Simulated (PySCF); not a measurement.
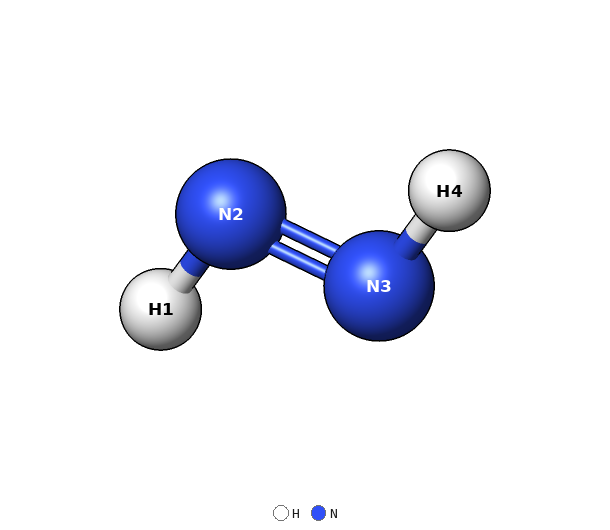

The computed structure is the end point of a PBE0-D3(BJ)/def2-SVP optimisation. No frequency run is at hand to confirm it as a minimum. Method: B3LYP/pcJ-1 indirect spin-spin coupling, non-relativistic, gas phase (PySCF 2.14.0). Isotopes: 1H, 15N.

Give the spin–spin coupling constants of these pairs, with the number of bonds between them: H1/N2, N2/N3, N3/H4, H1/N3, N2/H4, H1/H4.

```json
{"pair": "H1, N2", "bonds apart": "1", "J (Hz)": "−35.7"}
{"pair": "N2, N3", "bonds apart": "1", "J (Hz)": "−21.0"}
{"pair": "N3, H4", "bonds apart": "1", "J (Hz)": "−35.7"}
{"pair": "H1, N3", "bonds apart": "2", "J (Hz)": "−5.2"}
{"pair": "N2, H4", "bonds apart": "2", "J (Hz)": "−5.2"}
{"pair": "H1, H4", "bonds apart": "3", "J (Hz)": "50.6"}
```
